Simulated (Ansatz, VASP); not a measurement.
# CdTe in two plane-wave programs, part 2 of 2

Wanted: the spread between two codes on one cell, functional and k mesh. The cell is taken from a series of VASP runs on this material, whose earlier steps may have relaxed, scaled or displaced it; both programs get it as it stands. Valence electrons are named where the data sets of a main pair hold unlike numbers.

VASP 6.6.1 and Ansatz 0.2.0.

So far: Starting point; VASP: band structure, PBE0.

## (3) Ansatz: band structure, PBE0

Level of this step: Ansatz beside VASP: Kohn-Sham DFT, plane waves, PBE0 (Ansatz).

Ansatz runs on its default PAW (the set named soft_2) files.

The same cell, functional, mesh and smearing now go to Ansatz, which takes its cutoff from its data sets.

input.yaml reads:

```yaml
crystal:
  lattice:
    - [0.0, 3.24, 3.24]
    - [3.24, 0.0, 3.24]
    - [3.24, 3.24, 0.0]
  atoms:
    - { symbol: Te, position: [0.75, 0.75, 0.75] }
    - { symbol: Cd, position: [0.0, 0.0, 0.0] }
hamiltonian:
  xc: pbe0
  pseudopotentials: { kind: paw }
kpoints:
  mp_grid: { grid: [4, 4, 4] }
  band_path:
    path:
      - [0.0, 0.0, 0.0]
      - [0.5, 0.0, 0.5]
      - [0.5, 0.22222, 0.72222]
      - [0.40278, 0.34722, 0.75]
      - [0.125, 0.125, 0.25]
      - [0.27778, 0.27778, 0.27778]
      - [0.55556, 0.38889, 0.55556]
      - [0.58333, 0.25, 0.66667]
      - [0.5, 0.30556, 0.69444]
      - [0.48611, 0.48611, 0.52778]
      - [0.625, 0.25, 0.625]
      - [0.5, 0.0, 0.5]
    npoints: 1
scf:
  occupations: { method: gaussian, width: 0.03 }
  n_extra_bands: 7
output:
  forces: true
  stress: true
  eigenvalues: true
```

The run is started by

```sh
$ ansatz run input.yaml --threads 4 --pin off --max-ram 9216MiB --backend cpu --events-out ev --progress --plain --runs-dir out
```

Numbers of over 12 decimals in the logs are rounded to 6 here.

The program printed:

```text
Warning: output.stress: scf.convergence.dr2_threshold = 1e-7 eV (the SCF's general default) is looser than the 2e-10 eV advised for a printed stress (1e-10 eV for each atom of the cell: 2). What an SCF threshold leaves in a stress goes as its square root, and in the free energy as the threshold itself, and one threshold admits the most on a small cell: [figures from the program's tests cut] Set scf.convergence.dr2_threshold to 2e-10 eV or tighter. The threshold is an SCF's pass mark: one that does not reach it within its budget of iterations ends unconverged, or closes short of it on a stop that the run arms, and scf.convergence.dr2_threshold's page says what that costs each kind of run
Warning: output.stress: scf.exx.energy_threshold = 1e-6 eV is looser than the 2e-8 eV advised for a stress under a hybrid functional (1e-8 eV for each atom of the cell: 2). Every SCF of the exchange loop can meet its threshold on dr2 while the loop round them stops early: no threshold on dr2 bounds what that leaves in the stress. Set scf.exx.energy_threshold to 2e-8 eV or tighter. The threshold is the loop's pass mark: a loop that does not reach it within its budget of cycles ends unconverged, and scf.exx.energy_threshold's page has the law
scf.n_extra_bands = 7 over 18 filled bands (N_el = 36.0): the run solves 25 bands
Engine: ansatz 0.2.0, aarch64-unknown-linux-gnu
Pseudopotentials: kind: paw
Pseudopotential: Te, paw, valence charge 16, recommended cutoff 420 eV (normal), Te.paw.azcp
Pseudopotential: Cd, paw, valence charge 20, recommended cutoff 420 eV (normal), Cd.paw.azcp
Functional definition: PBE0
  parameter a = 0.25
  parameter kappa = 0.804
  parameter beta = 0.066725
  exchange = (1 - a)*pbe_x(kappa = kappa, mu = beta*pi^2/3) + a*exact_x
  correlation = pbe_c(beta = beta)
Crystal: 2 atoms, lattice volume = 68.024 Å³
Basis set: ecut = 420 eV, 1363 PW (Γ), exchange–correlation on 64×64×64 points (8 copies of the dense FFT grid, shifted against one another)
Bands: 25, of which v1, the nominal top of the filled ones, is band 18 counted from 1 (17 counted from 0)
Symmetry: 24 space group operations
Space group: F-43m (ITA 216), of the structure as read, at distance tolerance 4.1e-5 Å
k-points: 8 of 64 (time reversal used)
Non-local potential: Te, projectors of the file, l = 0: 2, l = 1: 2, l = 2: 2, l = 3: 2
Non-local potential: Cd, projectors of the file, l = 0: 3, l = 1: 2, l = 2: 2, l = 3: 1
PAW form: soft (Blöchl's): semilocal exchange-correlation on the pseudo side does not see the compensation charge
PAW frozen core: Te, regenerated for the run's functional, and the local potential with it (the file was generated under x = pbe(κ = 0.804, μ = 0.219515), c = pbe(β = 0.066725))
PAW frozen core: Cd, regenerated for the run's functional, and the local potential with it (the file was generated under x = pbe(κ = 0.804, μ = 0.219515), c = pbe(β = 0.066725))
PAW one-centre angular grid: Te, 590 points (default); XC on 64 Gauss nodes
PAW one-centre angular grid: Cd, 590 points (default); XC on 64 Gauss nodes
Initial density: superposition of atomic densities (neutral atoms: chi_scale 0, normalization atom), corrected by the library's trained network
Initial wavefunctions: pseudopotential atomic-orbital guess
Functional: x = pbe(κ = 0.804, μ = 0.219515), c = pbe(β = 0.066725), warm-up for x = 0.75 pbe(κ = 0.804, μ = 0.219515) + 0.25 exact, c = pbe(β = 0.066725)
SCF iter   1: F=—  HF=-15235.242690 eV  |F-HF|=—  |Δ(HF+E_count)|=         —  Δρ=8.79e-4  dr2=7.24e-4  ethr=1.77e-3  ⟨swp⟩=12.1  Hψ=980  notcnv=0
preconditioner: auto → none  [insulator: Δε(μ)=0.753 eV  Ē_g=13.432 eV  σ=0.030 eV  W_gap=1.00  n_scr=14 (ndim 8)  ℏωp=19.1 eV  f_vac=0.191  D(μ)=0.00/eV (n_scr^D=0)]
iter 2 solved again at ethr=3.59e-8 eV; its pass at ethr=2.01e-6 eV (dr2=1.29e-5 eV) is discarded
SCF iter   2: F=-15235.242877 eV  HF=-15235.242812 eV  |F-HF|=6.58e-5  |Δ(HF+E_count)|=   1.22e-4  Δρ=1.70e-4  dr2=1.30e-5  ethr=3.59e-8  ⟨swp⟩=3.2  Hψ=964  notcnv=0  defer=2
SCF 1 stopped early in 2 iterations: F = -15235.242877 eV  dr2 = 1.30e-5
  greatest PAW one-centre occupation: 1.000 electrons in one spin orbital (limit 2), on the Cd atom at site 1 (counted from 0), in its partial waves of l = 0
Initial density: handed on by an earlier stage of this run
Initial wavefunctions: those handed on with the density
Functional: x = 0.75 pbe(κ = 0.804, μ = 0.219515) + 0.25 exact, c = pbe(β = 0.066725)
Frozen-core exchange: fock
SCF iter   1: F=—  HF=-15242.070349 eV  |F-HF|=—  |Δ(HF+E_count)|=         —  Δρ=5.24e-3  dr2=1.30e-2  ethr=3.62e-7  ⟨swp⟩=8.0  Hψ=982  notcnv=0
preconditioner: auto → none  [insulator: Δε(μ)=2.209 eV  Ē_g=16.090 eV  σ=0.030 eV  W_gap=1.00  n_scr=14 (ndim 8)  ℏωp=19.1 eV  f_vac=0.191  D(μ)=0.00/eV (n_scr^D=0)]
SCF iter   2: F=—  HF=-15242.067292 eV  |F-HF|=—  |Δ(HF+E_count)|=   3.06e-3  Δρ=2.01e-3  dr2=2.44e-3  ethr=3.62e-7  ⟨swp⟩=4.0  Hψ=615  notcnv=0
SCF iter   3: F=—  HF=-15242.077067 eV  |F-HF|=—  |Δ(HF+E_count)|=   9.78e-3  Δρ=1.46e-3  dr2=9.41e-4  ethr=3.62e-7  ⟨swp⟩=4.0  Hψ=610  notcnv=0
SCF iter   4: F=—  HF=-15242.076912 eV  |F-HF|=—  |Δ(HF+E_count)|=   1.55e-4  Δρ=3.68e-4  dr2=9.27e-5  ethr=3.62e-7  ⟨swp⟩=3.0  Hψ=440  notcnv=0
SCF iter   5: F=—  HF=-15242.077168 eV  |F-HF|=—  |Δ(HF+E_count)|=   2.56e-4  Δρ=1.75e-4  dr2=2.02e-5  ethr=1.39e-7  ⟨swp⟩=3.6  Hψ=424  notcnv=0
SCF iter   6: F=-15242.077163 eV  HF=-15242.077163 eV  |F-HF|=1.69e-7  |Δ(HF+E_count)|=   4.93e-6  Δρ=2.54e-5  dr2=3.65e-6  ethr=4.64e-8  ⟨swp⟩=3.0  Hψ=419  notcnv=0
SCF 2 stopped early in 6 iterations: F = -15242.077163 eV  dr2 = 3.65e-6
  greatest PAW one-centre occupation: 1.000 electrons in one spin orbital (limit 2), on the Cd atom at site 1 (counted from 0), in its partial waves of l = 1
hybrid outer 1: dexx = +1.214e-2 eV, tail = 7.82e-5 eV
Frozen-core exchange: fock
SCF iter   1: F=—  HF=-15242.077376 eV  |F-HF|=—  |Δ(HF+E_count)|=         —  Δρ=5.49e-5  dr2=1.65e-6  ethr=1.09e-6  ⟨swp⟩=4.9  Hψ=468  notcnv=0
preconditioner: auto → none  [insulator: Δε(μ)=2.295 eV  Ē_g=16.038 eV  σ=0.030 eV  W_gap=1.00  n_scr=14 (ndim 8)  ℏωp=19.1 eV  f_vac=0.192  D(μ)=0.00/eV (n_scr^D=0)]
SCF iter   2: F=—  HF=-15242.077376 eV  |F-HF|=—  |Δ(HF+E_count)|=   2.10e-7  Δρ=1.84e-5  dr2=2.52e-7  ethr=4.23e-9  ⟨swp⟩=3.6  Hψ=505  notcnv=0
SCF iter   3: F=—  HF=-15242.077377 eV  |F-HF|=—  |Δ(HF+E_count)|=   3.27e-7  Δρ=7.65e-6  dr2=5.10e-8  ethr=4.75e-10  ⟨swp⟩=4.0  Hψ=428  notcnv=0  defer=4
SCF iter   4: F=-15242.077377 eV  HF=-15242.077377 eV  |F-HF|=2.95e-10  |Δ(HF+E_count)|=   1.08e-8  Δρ=2.37e-6  dr2=3.32e-9  ethr=1.01e-10  ⟨swp⟩=3.2  Hψ=466  notcnv=0  defer=1
SCF 3 converged in 4 iterations: F = -15242.077377 eV  dr2 = 3.32e-9
  Residual-converged pass: ⟨swp⟩=3.0  Hψ=413  notcnv=0  max |occ|·‖R‖ = 2.3e-6 eV (tolerance 2.4e-6 eV)  dr2=3.30e-9  dr2_onsite=2.61e-10  max |Δocc| = 0.0e0
hybrid outer 2: dexx = +6.699e-7 eV, tail = 4.03e-8 eV, Δε = 3.10e-3 eV (about 1.18e-4 eV left of the loop's levels)
NSCF: frozen V_eff on 12 k-points
hybrid SCF converged: 2 outer / 10 inner (+2 warm-up), last move |dexx| = 6.70e-7 eV, tail = 4.03e-8 eV
Stability not checked: this state was not tested for a lower state beside it, because the functional holds exact exchange (a hybrid, or Hartree-Fock), whose exchange loop this test does not read (fock_operator; see scf.lower_state_search)
Free energy (F): -15242.077377 eV
Frozen-core exchange: fock
Harris-Foulkes:  -15242.077377 eV  (|F-HF|=2.95e-10)
Internal energy: -15242.077377 eV  (E = F + TS)
E sigma→0 (E₀):  -15242.077377 eV
Fermi energy:    7.798257 eV
--- Per-component energies (eV) ---
  E_band       = -893.889557
  E_kinetic    = 686.620617
  E_local      = -5421.345768  (includes V_loc(G=0)·N_el)
  E_nonlocal   = -276.970560
  E_hartree    = 2737.683377
  E_xc         = -231.952124
  E_vxc        = -251.190089  (∫ρ·V_xc dr)
  E_exx        = -148.486878  (= α·E_x^exact, valence–valence)
  E_paw        = -8674.822724  (= ΣΔE_a)
  E_vpaw       = -809.399642  (= ΣTr[D̂ρ^β])
  E_aug_tail   = -0.000152  (compensation charges beyond the density's cutoff)
  E_ewald      = -3912.024287
  E_core_change = -0.778877  (= ΣΔE_core)
  E_smearing   = -0.000000  (= −TS)
  E_closure    = -0.000000  (closes the sum)
  Σ components = -15242.077377   (vs F -15242.077377, Δ=1.82e-12)
--- Forces (eV/Å), atoms counted from 1 ---
  atom   1  Te     0.00000000    -0.00000000    -0.00000000
  atom   2  Cd    -0.00000000     0.00000000     0.00000000
  max |Σ_I F_I| component: 1.19e-16 eV/Å
--- Stress (GPa, compression-positive) ---
        1.750088       0.000000      -0.000000
       -0.000000       1.750088       0.000000
       -0.000000       0.000000       1.750088
  P = ⅓ Tr σ = 1.7501 GPa (17.501 kbar)
--- Band table (eV; the first three rows and the last of 8) ---
  k-point 0: bands = [... 14 lower, -2.8053, 6.6508, 6.6508, 6.6508, 8.9453, 12.8030, 12.8030, 12.8030, ... 3 higher]
  k-point 1: bands = [... 14 lower, -2.8064, 3.7518, 6.1890, 6.1890, 10.1630, 13.3915, 13.3915, 13.5985, ... 3 higher]
  k-point 2: bands = [... 14 lower, -2.3441, 1.8258, 5.8044, 5.8044, 9.9705, 13.3960, 13.3960, 15.2700, ... 3 higher]
  k-point 7: bands = [... 14 lower, -2.0701, 2.1322, 4.0961, 4.2751, 12.6229, 12.7546, 13.8628, 14.4723, ... 3 higher]
```

Elapsed: 20 s, on 4 threads of Arm Neoverse V2, shared host; peak memory 0.89 GiB.

The column dr2 measures how far the density is from self-consistency, as an energy; F and HF (Harris–Foulkes) agree once it is small.

## (4) Comparison

Known differences besides the potentials themselves: exact exchange at q = 0 is treated differently, which shows on coarse meshes; VASP keeps PBE cores, Ansatz makes them for the functional; the data sets hold 36 valence electrons in Ansatz (on its default PAW (the set named soft_2) files) and 18 in VASP; the cutoff is 420 eV in Ansatz and 350 eV in VASP; VASP takes a coarser grid for exact exchange (PRECFOCK = Fast). Total energies have different zeros and are not compared.

Both answers:

```csv
quantity,Ansatz,VASP,difference
gap over the path points (eV),2.295,2.215,+0.079
```

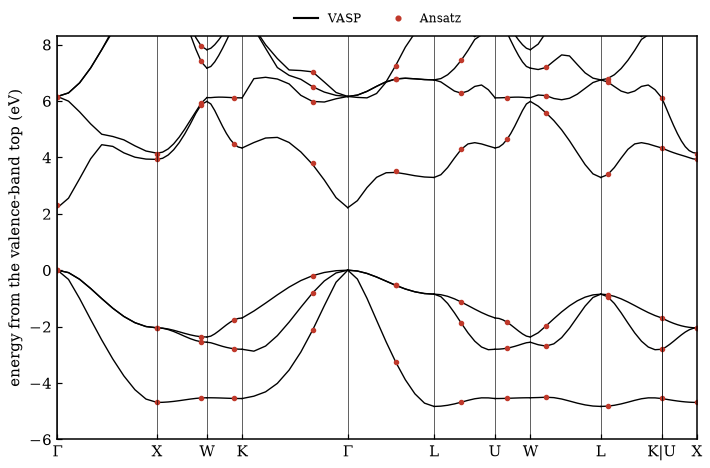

Bands from VASP (lines) and levels from Ansatz (dots). Dots without a line are higher empty bands that the VASP plot leaves out.

Levels at points of the path, from each program's valence-band top (eV; 4 filled, then empty):

```csv
k (reciprocal lattice),Ansatz,VASP
0.000 0.000 0.000,-9.46 0.00 0.00 0.00 2.29 6.15 6.15,-9.39 0.00 0.00 0.00 2.21 6.16 6.16
0.500 0.000 0.500,-8.80 -4.68 -2.04 -2.04 3.94 4.14 10.65,-8.76 -4.69 -2.04 -2.04 3.93 4.15 10.71
0.500 0.222 0.722,-8.72 -4.52 -2.54 -2.37 5.87 5.92 7.42,-8.68 -4.53 -2.54 -2.36 5.88 5.93 7.38
0.403 0.347 0.750,-8.76 -4.54 -2.79 -1.76 4.47 6.11 8.74,-8.71 -4.55 -2.79 -1.76 4.47 6.12 8.74
0.125 0.125 0.250,-9.45 -2.11 -0.81 -0.19 3.80 5.98 6.51,-9.39 -2.13 -0.81 -0.20 3.75 5.98 6.51
0.278 0.278 0.278,-9.42 -3.25 -0.53 -0.53 3.50 6.78 6.78,-9.36 -3.26 -0.54 -0.54 3.47 6.78 6.78
0.556 0.389 0.556,-8.92 -4.67 -1.87 -1.12 4.31 6.27 7.45,-8.88 -4.68 -1.88 -1.13 4.29 6.28 7.44
0.583 0.250 0.667,-8.75 -4.54 -2.77 -1.84 4.63 6.11 8.45,-8.71 -4.55 -2.77 -1.84 4.63 6.12 8.44
0.500 0.306 0.694,-8.76 -4.50 -2.69 -1.98 5.58 6.18 7.20,-8.72 -4.51 -2.69 -1.98 5.58 6.19 7.19
0.486 0.486 0.528,-8.99 -4.82 -0.94 -0.87 3.42 6.67 6.79,-8.94 -4.82 -0.94 -0.87 3.38 6.68 6.79
```

Among the levels compared at these points, filled levels agree within 62 meV and empty ones within 79 meV.

## (5) Summary of results

```json
{
 "largest difference of a filled level at the path points (band structure, PBE0)": "62 meV",
 "difference in gap over the path points (band structure, PBE0)": "0.079 eV"
}
```

**Reading.** The difference in gap over the path points is 0.079 eV (band structure, PBE0), at about the 0.08 eV picked in this series as the mark of a large difference. The data sets hold unlike numbers of valence electrons (36 in Ansatz and 18 in VASP), so part of the differences comes from the potentials. Such differences can come from data sets, numerical settings and the points named under the comparisons, not from the functional's error against experiment.

[Lines on the potential files, build, host, timing and source positions are cut from VASP's logs without a mark.]

[Logs are printed without paths, hosts, clocks, repeated set-up lines and the standing remarks that a program may print on its own settings, such as how far it seeks lower states.]

[Hosts, paths, dates, database ids (printed as entryN), source tags and the programs' standing remarks are cut or masked in the printed files.]
